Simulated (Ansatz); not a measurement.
System: C2H8ClNSi.

Input

```
crystal:
  periodic: [false, false, false]
  atoms:
    - { symbol: Si, position_ang: [0.0, 0.0, 0.0] }
    - { symbol: "N", position_ang: [0.0, 0.0, 1.82] }
    - { symbol: C, position_ang: [-1.2162, -0.3762, 2.555] }
    - { symbol: H, position_ang: [-1.8642, -0.9999, 1.9045] }
    - { symbol: H, position_ang: [-0.9378, -0.9533, 3.4614] }
    - { symbol: H, position_ang: [-1.7663, 0.5401, 2.8549] }
    - { symbol: C, position_ang: [1.2162, 0.3762, 2.555] }
    - { symbol: H, position_ang: [1.4641, -0.4163, 3.2916] }
    - { symbol: H, position_ang: [2.0585, 0.4943, 1.8418] }
    - { symbol: H, position_ang: [1.0457, 1.3351, 3.0874] }
    - { symbol: H, position_ang: [1.3768, 0.0, -0.4862] }
    - { symbol: H, position_ang: [-0.6877, 1.1914, -0.4862] }
    - { symbol: Cl, position_ang: [-1.0032, -1.7381, -0.7093] }
basis:
  gaussian: { orbitals: "6-31G" }
hamiltonian:
  xc: blyp
relax:
  f_tol: 0.02
  max_steps: 40
output:
  orbitals: {}
```

Command:

```sh
ansatz run input.yaml --threads 1 --pin off --max-ram 2048MiB --backend cpu --events-out ev --progress --plain --runs-dir out
```

The fields are those of the run's last geometry, not of the input's.

Level of theory: RKS BLYP/6-31G in Ansatz.

Question: What can the converged electron density and electron localisation function tell about the bonding?

Answer: C–N (1.48 Å): ρ is about 1.7 e/Å³ halfway; the ELF peaks at about 0.90 between the atoms, as expected for a covalent bond.
C–H (1.10 Å): the density is about 1.9 e/Å³ at the midpoint; the ELF climbs to about 1 towards the hydrogen, as it does in any bond to H: a covalent bond by its length.

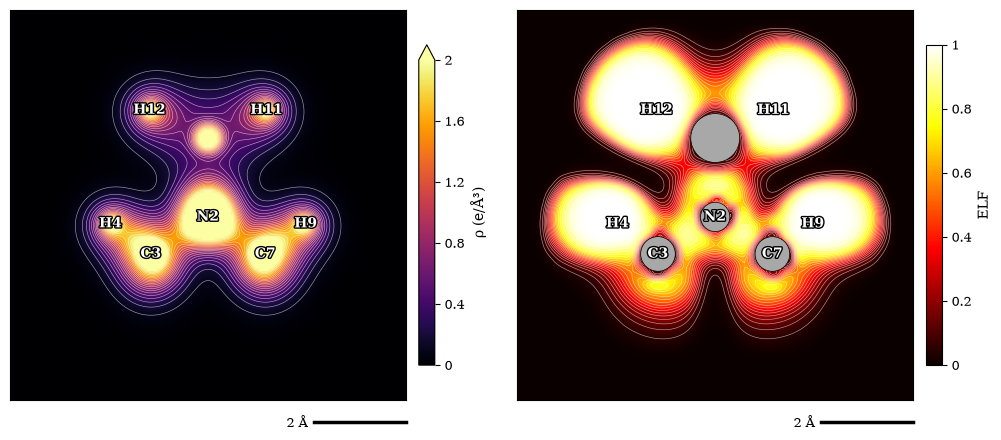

Computed electron density and electron localisation function on the plane of atoms C3, N2 and C7, in this order. Grey discs cover the atomic cores in the ELF map. 
